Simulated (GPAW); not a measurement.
# The basis that the transmission of an In chain with an O atom on top of one atom needs

Wanted: the zero-bias transmission of an In chain with an O atom on top of one atom on a ladder of levels, with run times.

Main program and level: GPAW 26.7.0; GPAW LCAO, PAW setups; Landauer transmission from Green's functions with principal layers (ASE), zero bias.

### Step 1. Starting point

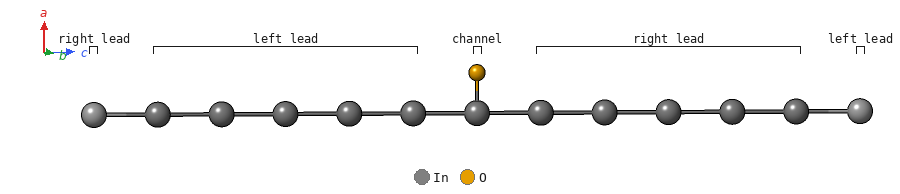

Start, viewed from the side, with the c axis across the page; indium grey, oxygen orange. Some periodic images of atoms are drawn too.

The cell holds 12 atoms: 11 In and 1 O. Its edges and angles: a = 9.000 Å, b = 9.000 Å, c = 32.450 Å, α = 90.0°, β = 90.0°, γ = 90.0°. Regions: left lead, 5 atoms (5 In); channel, 2 atoms (1 In and 1 O); right lead, 5 atoms (5 In). Vacuum lies along a and b. The structure is stacked along c, and the current runs across the ab planes.

Structure file:

```cif
data_structure
_symmetry_space_group_name_H-M 'P 1'
_symmetry_Int_Tables_number 1
_cell_length_a 9.0000
_cell_length_b 9.0000
_cell_length_c 32.4500
_cell_angle_alpha 90.000
_cell_angle_beta 90.000
_cell_angle_gamma 90.000
_cell_volume 2628.45
loop_
_atom_site_label
_atom_site_type_symbol
_atom_site_fract_x
_atom_site_fract_y
_atom_site_fract_z
_atom_site_occupancy
In1 In 0.50000 0.50000 0.04545 1
In2 In 0.50000 0.50000 0.13636 1
In3 In 0.50000 0.50000 0.22727 1
In4 In 0.50000 0.50000 0.31818 1
In5 In 0.50000 0.50000 0.40909 1
In6 In 0.50000 0.50000 0.50000 1
O7 O 0.70396 0.50000 0.50000 1
In8 In 0.50000 0.50000 0.59091 1
In9 In 0.50000 0.50000 0.68182 1
In10 In 0.50000 0.50000 0.77273 1
In11 In 0.50000 0.50000 0.86364 1
In12 In 0.50000 0.50000 0.95455 1
```

### Step 2. Double-zeta polarised basis

Localised orbitals split the wire into layers that couple to their neighbours alone, which is what the Green's function method needs; double zeta with polarisation is the usual level for numbers.

Contents of run.py:

```python
import json
import numpy as np
from ase import Atoms
from ase.transport.calculators import TransportCalculator
from gpaw import GPAW, FermiDirac
from gpaw.lcao.tools import get_lcao_hamiltonian
from scipy.linalg import eigh

# The junction with lead layers at both ends, along the third cell vector
device = Atoms(
    ['In', 'In', 'In', 'In', 'In', 'In', 'O', 'In', 'In', 'In', 'In', 'In'],
    positions=[
        [4.50000, 4.50000, 1.47500],
        [4.50000, 4.50000, 4.42500],
        [4.50000, 4.50000, 7.37500],
        [4.50000, 4.50000, 10.32500],
        [4.50000, 4.50000, 13.27500],
        [4.50000, 4.50000, 16.22500],
        [6.33560, 4.50000, 16.22500],
        [4.50000, 4.50000, 19.17500],
        [4.50000, 4.50000, 22.12500],
        [4.50000, 4.50000, 25.07500],
        [4.50000, 4.50000, 28.02500],
        [4.50000, 4.50000, 30.97500]],
    cell=[[9.0, 0.0, 0.0], [0.0, 9.0, 0.0], [0.0, 0.0, 32.45]],
    pbc=True)

# One principal layer of the lead: the first 3 atoms of the device
lead = Atoms(
    ['In', 'In', 'In'],
    positions=[
        [4.50000, 4.50000, 1.47500],
        [4.50000, 4.50000, 4.42500],
        [4.50000, 4.50000, 7.37500]],
    cell=[[9.0, 0.0, 0.0], [0.0, 9.0, 0.0], [0.0, 0.0, 8.85]],
    pbc=True)

settings = dict(mode='lcao', basis='dzp', xc='PBE', h=0.18,
                occupations=FermiDirac(0.1), maxiter=250,
                mixer=dict(beta=0.1, nmaxold=8, weight=100.0),
                convergence=dict(density=0.0001))
energies = np.arange(-2, 2 + 1e-9, 0.05)
eta = 0.0001
n1, n2 = 1, 1
# k and -k transmit alike, so half of the mesh across the current serves
mesh = [(i, j) for i in range(n1) for j in range(n2) if (i, j) <= (-i % n1, -j % n2)]
weights = np.array([1 if (i, j) == (-i % n1, -j % n2) else 2 for i, j in mesh]) / (n1 * n2)

# [... helper functions left out ...]
fermi_lead = ground_state(lead, (1, 1, 13), 'lead.txt')
fermi_device = ground_state(device, (1, 1, 3), 'device.txt')
# [... loop over the mesh left out, but for ...]
        # Shift the lead onto the potential of the device's first layer
        shift = ((H[:, 0, 0] - H0[:, 0, 0]) / S0[0, 0]).real.mean()
# [...]
kT = 8.617333e-5 * 300
bias = [0.1, 0.2, 0.5, 1.0, 1.5, 2.0]
# [... integrals and printing left out ...]
```

On the command line:

```
$ OMP_NUM_THREADS=1 OPENBLAS_NUM_THREADS=1 python run.py
```

The log of the run:

```text
basis functions: device 266, principal layer 69
Fermi level: lead -2.2014 eV, device -2.2810 eV; lead shifted by -0.0082 eV
largest coupling past the next layer 1.88e-06 eV, largest misfit of the first layer 0.043 eV
  E-E_F (eV)   T (one spin)  [channel counts left out]
    -2.000    2.0037e-01
    -1.950    2.1653e-07
    -1.900    3.7821e-08
    -1.850    1.8026e-08
    -1.800    1.3049e-08
    -1.750    1.2697e-08
    -1.700    1.6410e-08
    -1.650    3.0478e-08
    -1.600    1.1264e-07
    -1.550    2.3204e-03
    -1.500    1.4449e-07
    -1.450    5.0163e-08
    -1.400    3.8859e-08
    -1.350    5.5907e-08
    -1.300    2.7590e-07
    -1.250    1.5777e-01
[...]
1.650    1.3872e+00
     1.700    1.3993e+00
     1.750    1.4109e+00
     1.800    1.4219e+00
     1.850    1.4324e+00
     1.900    1.4424e+00
     1.950    1.4520e+00
     2.000    1.4611e+00
conductance at 300 K: 1.0598 G0 a cell; thermopower -2.149 uV/K
current from the zero-bias T(E) at 0.1 V: 8.2004 uA
current from the zero-bias T(E) at 0.2 V: 16.337 uA
current from the zero-bias T(E) at 0.5 V: 39.992 uA
current from the zero-bias T(E) at 1.0 V: 78.49 uA
current from the zero-bias T(E) at 1.5 V: 117.34 uA
current from the zero-bias T(E) at 2.0 V: 158.32 uA
```

Elapsed: 80 s, on 1 thread of Arm Neoverse V1, shared host; peak memory 1.6 GiB.

This step gave:

```
conductance                                    : 1.060 G₀
largest coupling past the next principal layer : 1.88e-6 eV
largest misfit of the first principal layer    : 0.04342 eV
shift that aligns the lead                     : -0.008233 eV
basis functions of the junction                : 266
basis functions of a principal layer           : 69
transmission at the Fermi level (one spin)     : 1.064
```

One spin. The transmission, zone mean by energy, zero at the Fermi level:

```csv
energy (eV),"transmission, zone mean"
-2.000,0.200
-1.800,1.3e-8
-1.600,1.1e-7
-1.400,3.9e-8
-1.200,0.386
-1.000,0.965
-0.800,0.943
-0.600,0.893
-0.400,0.901
-0.200,0.918
0.000,1.06
0.200,1.08
0.400,1.08
0.600,1.10
0.800,1.13
1.000,1.19
1.200,1.25
1.400,1.32
1.600,1.37
1.800,1.42
2.000,1.46
```

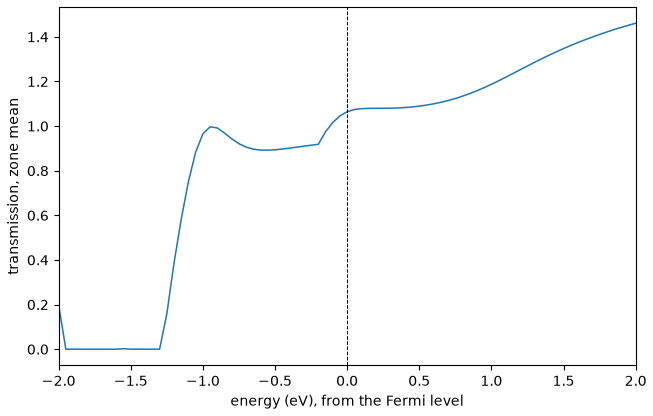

Transmission, zone mean, plotted against energy.

Not self-consistent under bias; the bias window is split evenly. Current through one cell, from the zero-bias transmission against bias:

```csv
bias (V),"current through one cell, from the zero-bias transmission (μA)"
0.100,8.20
0.200,16.3
0.500,40.0
1.000,78.5
1.500,117
2.000,158
```

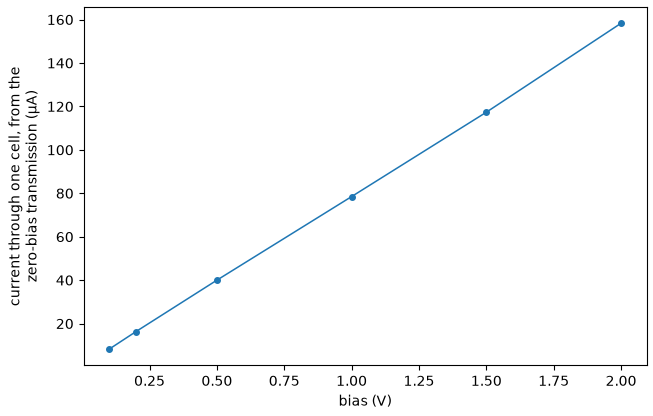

Current through one cell, from the zero-bias transmission, plotted against bias.

The transmission of the three most open eigenchannels by energy, zero at the Fermi level:

```csv
energy (eV),channel 1,channel 2,channel 3
-2.0000,0.200,0,0
-1.7500,1.3e-8,0,0
-1.5000,1.4e-7,0,0
-1.2500,0.158,0,0
-1.0000,0.965,0,0
-0.7500,0.921,0,0
-0.5000,0.894,0,0
-0.2500,0.914,1.1e-11,0
0.0000,0.994,0.0680,0.00242
0.2500,0.996,0.0722,0.0115
0.5000,0.996,0.0662,0.0277
0.7500,0.995,0.0683,0.0602
1.0000,0.995,0.116,0.0766
1.2500,0.995,0.187,0.0877
1.5000,0.995,0.255,0.0972
1.7500,0.994,0.314,0.102
2.0000,0.993,0.365,0.103
```

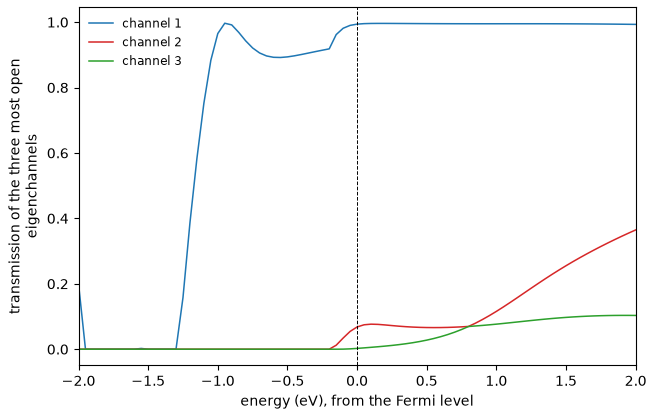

Transmission of the three most open eigenchannels, plotted against energy.

Couplings past the next layer reach 1.9e-6 eV, small enough to drop; the matrix elements of the cell's first layer differ from the bulk lead's by up to 0.043 eV. That layer keeps its own values in the calculation, and only beyond it is the lead taken as perfect. The Fermi levels of lead and junction count from different zeros of potential, one for each periodic cell; with both set to zero, the small remaining shift is what aligns them. By hand: G = 1.060 × 77.48 μS = 82.1 μS, a resistance of 12.2 kΩ; at 0.1 V a linear junction would pass 8.21 μA, and the integral over the bias window gives 8.20 μA.

### Step 3. GPAW, szp: basis = "szp(dzp)"

One radial function a shell plus polarisation makes the matrices smaller; the question is what that costs.

Changes to run.py since step 2:

```diff
@@ -37,3 +37,3 @@
 
-settings = dict(mode='lcao', basis='dzp', xc='PBE', h=0.18,
+settings = dict(mode='lcao', basis='szp(dzp)', xc='PBE', h=0.18,
                 occupations=FermiDirac(0.1), maxiter=250,
```

The log of the run:

```text
basis functions: device 163, principal layer 42
Fermi level: lead -2.3504 eV, device -2.3955 eV; lead shifted by -0.0065 eV
largest coupling past the next layer 1.86e-06 eV, largest misfit of the first layer 0.039 eV
  E-E_F (eV)   T (one spin)  [channel counts left out]
    -2.000    2.0581e-08
    -1.950    1.0516e-08
    -1.900    7.3593e-09
    -1.850    6.4900e-09
    -1.800    7.0741e-09
    -1.750    9.7847e-09
    -1.700    1.9045e-08
    -1.650    7.6819e-08
    -1.600    6.5686e-06
    -1.550    5.5010e-08
    -1.500    1.7749e-08
    -1.450    1.0752e-08
    -1.400    9.4297e-09
    -1.350    1.1698e-08
    -1.300    2.3903e-08
    -1.250    2.6202e-07
[...]
1.650    1.4114e+00
     1.700    1.4217e+00
     1.750    1.4314e+00
     1.800    1.4405e+00
     1.850    1.4490e+00
     1.900    1.4570e+00
     1.950    1.4645e+00
     2.000    1.4715e+00
conductance at 300 K: 1.1114 G0 a cell; thermopower -2.887 uV/K
current from the zero-bias T(E) at 0.1 V: 8.5945 uA
current from the zero-bias T(E) at 0.2 V: 17.091 uA
current from the zero-bias T(E) at 0.5 V: 41.448 uA
current from the zero-bias T(E) at 1.0 V: 81.035 uA
current from the zero-bias T(E) at 1.5 V: 121.99 uA
current from the zero-bias T(E) at 2.0 V: 160.02 uA
```

It took 68 s on 1 thread; peak memory 1.6 GiB.

Numbers from this step:

* conductance: 1.111 G₀
* largest coupling past the next principal layer: 1.86e-6 eV
* largest misfit of the first principal layer: 0.03947 eV
* shift that aligns the lead: -0.006486 eV
* basis functions of the junction: 163
* basis functions of a principal layer: 42
* transmission at the Fermi level (one spin): 1.118

One spin. Transmission, zone mean against energy, zero at the Fermi level:

```csv
energy (eV),"transmission, zone mean"
-2.0000,2.1e-8
-1.7500,9.8e-9
-1.5000,1.8e-8
-1.2500,2.6e-7
-1.0000,0.481
-0.7500,0.991
-0.5000,0.927
-0.2500,0.902
0.0000,1.12
0.2500,1.13
0.5000,1.14
0.7500,1.17
1.0000,1.23
1.2500,1.30
1.5000,1.38
1.7500,1.43
2.0000,1.47
```

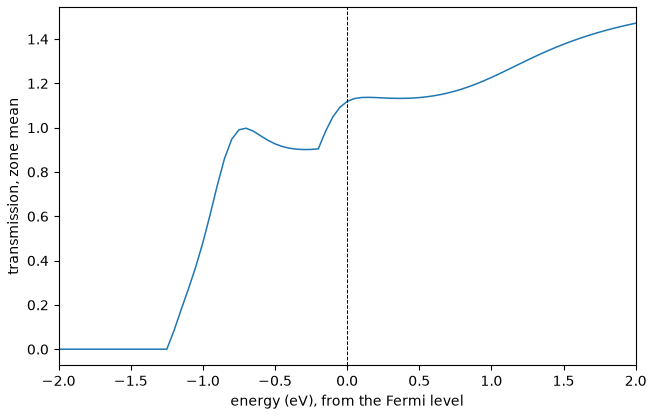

Transmission, zone mean, plotted against energy.

Not self-consistent under bias; the bias window is split evenly. Current through one cell, from the zero-bias transmission against bias:

```csv
bias (V),"current through one cell, from the zero-bias transmission (μA)"
0.100,8.59
0.200,17.1
0.500,41.4
1.000,81.0
1.500,122
2.000,160
```

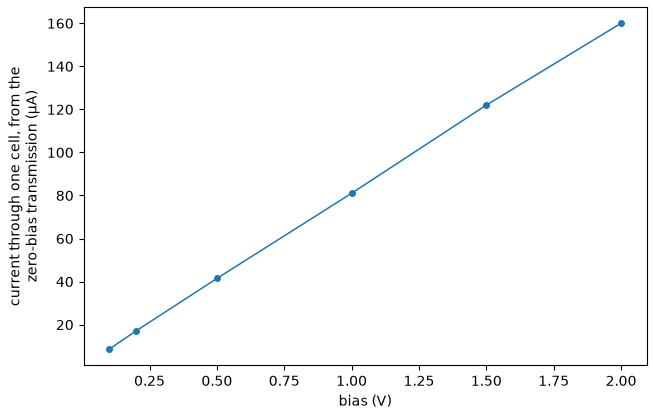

Current through one cell, from the zero-bias transmission, plotted against bias.

The transmission of the three most open eigenchannels by energy, zero at the Fermi level:

```csv
energy (eV),channel 1,channel 2,channel 3
-1.400,9.4e-9,0,0
-1.200,0.0842,0,0
-1.000,0.481,0,0
-0.800,0.948,0,0
-0.600,0.963,0,0
-0.400,0.907,0,0
-0.200,0.904,1.3e-9,1.2e-11
0.000,0.996,0.122,4.0e-5
0.200,0.997,0.136,0.00357
0.400,0.995,0.125,0.0118
0.600,0.994,0.122,0.0277
0.800,0.994,0.125,0.0560
1.000,0.994,0.133,0.0994
1.200,0.994,0.153,0.142
1.400,0.994,0.209,0.147
1.600,0.993,0.260,0.148
1.800,0.992,0.305,0.143
2.000,0.990,0.346,0.135
```

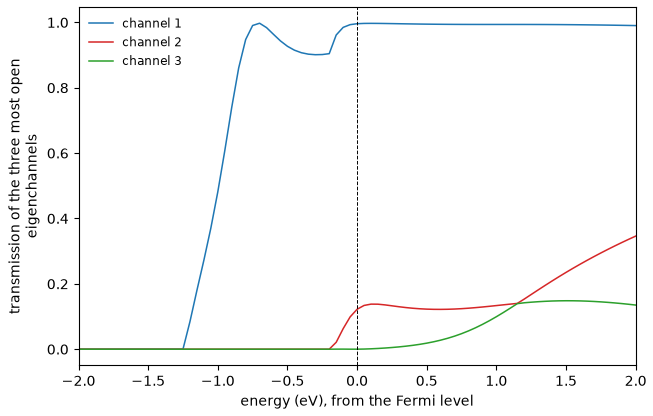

Transmission of the three most open eigenchannels, plotted against energy.

The conductance, 1.11 G₀, lies 4.9 % above that of the dzp run.

### Step 4. GPAW, sz: basis = "sz(dzp)"

The minimal basis is the cheapest rung: no second zeta and no polarisation.

Changes to run.py since step 3:

```diff
@@ -37,3 +37,3 @@
 
-settings = dict(mode='lcao', basis='szp(dzp)', xc='PBE', h=0.18,
+settings = dict(mode='lcao', basis='sz(dzp)', xc='PBE', h=0.18,
                 occupations=FermiDirac(0.1), maxiter=250,
```

The log of the run:

```text
basis functions: device 103, principal layer 27
Fermi level: lead -2.2680 eV, device -2.3122 eV; lead shifted by -0.0096 eV
largest coupling past the next layer 1.93e-06 eV, largest misfit of the first layer 0.040 eV
  E-E_F (eV)   T (one spin)  [channel counts left out]
    -2.000    8.4057e-01
    -1.950    7.3154e-01
    -1.900    5.0575e-01
[...]
1.950    1.4741e+00
     2.000    1.4788e+00
conductance at 300 K: 1.143 G0 a cell; thermopower -2.682 uV/K
current from the zero-bias T(E) at 0.1 V: 8.84 uA
current from the zero-bias T(E) at 0.2 V: 17.589 uA
current from the zero-bias T(E) at 0.5 V: 42.76 uA
current from the zero-bias T(E) at 1.0 V: 84.165 uA
current from the zero-bias T(E) at 1.5 V: 125.06 uA
current from the zero-bias T(E) at 2.0 V: 159 uA
```

The job ended after 44 s (1 thread; peak memory 1.5 GiB).

Numbers from this step:

```
conductance                                    : 1.143 G₀
largest coupling past the next principal layer : 1.93e-6 eV
largest misfit of the first principal layer    : 0.04050 eV
shift that aligns the lead                     : -0.009642 eV
basis functions of the junction                : 103
basis functions of a principal layer           : 27
transmission at the Fermi level (one spin)     : 1.149
```

One spin. The transmission, zone mean by energy, zero at the Fermi level:

```csv
energy (eV),"transmission, zone mean"
-2.000,0.841
-1.500,6.0e-8
-1.000,0.314
-0.500,0.996
0.000,1.15
0.500,1.17
1.000,1.27
1.500,1.41
2.000,1.48
```

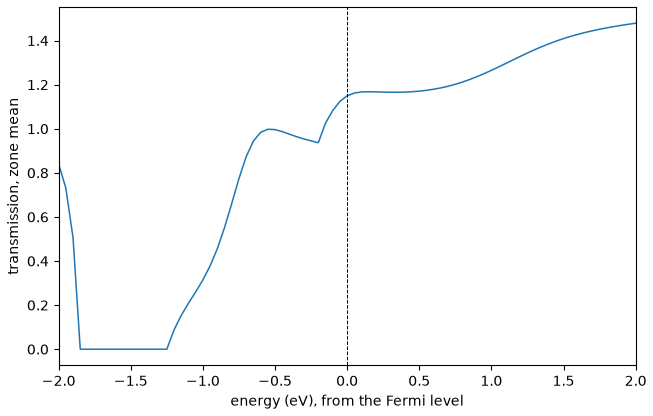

Transmission, zone mean, plotted against energy.

The conductance, 1.14 G₀, lies 7.8 % above that of the dzp run.

### Step 5. LDA in the dzp basis: xc = "LDA"

Back in the dzp basis, the functional changes from PBE to LDA, to set the spread between functionals beside that between bases.

Changes to run.py since step 4:

```diff
@@ -37,3 +37,3 @@
 
-settings = dict(mode='lcao', basis='sz(dzp)', xc='PBE', h=0.18,
+settings = dict(mode='lcao', basis='dzp', xc='LDA', h=0.18,
                 occupations=FermiDirac(0.1), maxiter=250,
```

The log of the run:

```text
basis functions: device 266, principal layer 69
Fermi level: lead -2.4626 eV, device -2.5478 eV; lead shifted by -0.0058 eV
largest coupling past the next layer 1.90e-06 eV, largest misfit of the first layer 0.042 eV
  E-E_F (eV)   T (one spin)  [channel counts left out]
    -2.000    1.6126e-08
    -1.950    8.4425e-09
    -1.900    5.9794e-09
[...]
1.950    1.4365e+00
     2.000    1.4444e+00
conductance at 300 K: 1.0606 G0 a cell; thermopower -2.441 uV/K
current from the zero-bias T(E) at 0.1 V: 8.2055 uA
current from the zero-bias T(E) at 0.2 V: 16.339 uA
current from the zero-bias T(E) at 0.5 V: 39.902 uA
current from the zero-bias T(E) at 1.0 V: 78.066 uA
current from the zero-bias T(E) at 1.5 V: 116.45 uA
current from the zero-bias T(E) at 2.0 V: 157.23 uA
```

Elapsed: 77 s, on 1 thread; peak memory 1.6 GiB.

This step gave:

```
conductance                                    : 1.061 G₀
largest coupling past the next principal layer : 1.90e-6 eV
largest misfit of the first principal layer    : 0.04158 eV
shift that aligns the lead                     : -0.005811 eV
basis functions of the junction                : 266
basis functions of a principal layer           : 69
transmission at the Fermi level (one spin)     : 1.066
```

The conductance equals that of the dzp run to 0.2 %.

### Step 6. All levels side by side

Times are for 1 thread of Arm Neoverse V1, shared host. The runs compared:

```csv
no.,run,conductance (G₀),time,memory (GiB)
1,dzp,1.060,80 s,1.6
2,szp,1.111,68 s,1.6
3,sz,1.143,44 s,1.5
4,dzp LDA,1.061,77 s,1.6
```

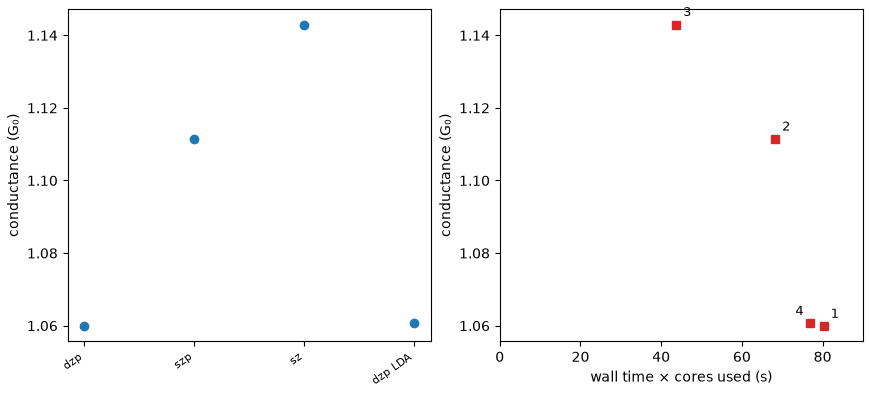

The series as plots; the last panel sets the first result against cost, with the runs numbered as in the table.

### Step 7. The levels side by side

The curves are compared point by point over the common energies.

This step: comparison of transmission and cost over codes and levels (GPAW 26.7.0).

Ladder, by row:

```csv
step,code,T at the Fermi level (sum over the listed spins),conductance (G0),r.m.s. T(E) from the first,wall time (s),peak memory (GiB),threads
dzp,GPAW,1.064,1.06,0,80.29,1.64,1
szp,GPAW,1.118,1.111,0.1301,68.25,1.61,1
sz,GPAW,1.149,1.143,0.2175,43.71,1.47,1
dzp-LDA,GPAW,1.066,1.061,0.02464,76.96,1.64,1
```

The transmission, zone mean, sum over the listed spins by energy, zero at the Fermi level:

```csv
energy (eV),dzp,szp,sz,dzp-LDA
-2.000,0.200,2.1e-8,0.841,1.6e-8
-1.500,1.4e-7,1.8e-8,6.0e-8,4.0e-8
-1.000,0.965,0.481,0.314,0.971
-0.500,0.894,0.927,0.996,0.870
0.000,1.06,1.12,1.15,1.07
0.500,1.09,1.14,1.17,1.09
1.000,1.19,1.23,1.27,1.19
1.500,1.35,1.38,1.41,1.34
2.000,1.46,1.47,1.48,1.44
```

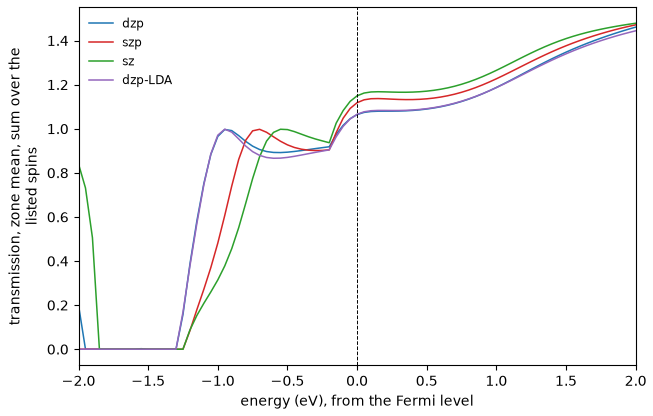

Transmission, zone mean, sum over the listed spins against energy.

(Continued in part 2 of 2.)

[Logs are printed without paths, hosts, clocks, repeated set-up lines and the standing remarks that a program may print on its own settings, such as how far it seeks lower states.]

[Hosts, paths, dates, database ids (printed as entryN), source tags and the programs' standing remarks are cut or masked in the printed files.]
